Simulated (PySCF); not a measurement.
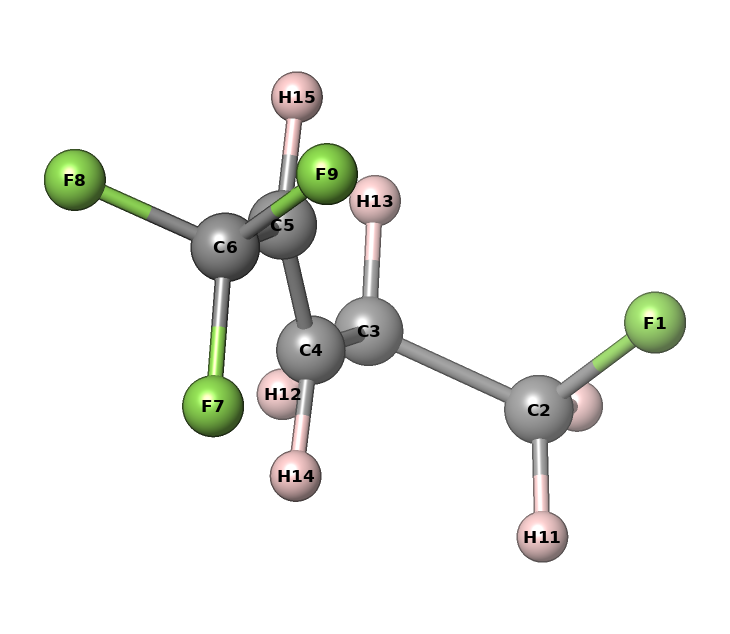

C3 lies behind C4. The molecule seen a little off the C4–C3 bond, C4 in front. Depth is shown by fading: the farther an atom, the more it takes the colour of the background. Geometry: an end point of a reaction path computed with GFN2-xTB.

### What is the torsion angle C5–C4–C3–C2? The sign is positive where the front bond must turn clockwise to cover the back bond.

117°, anticlinal.
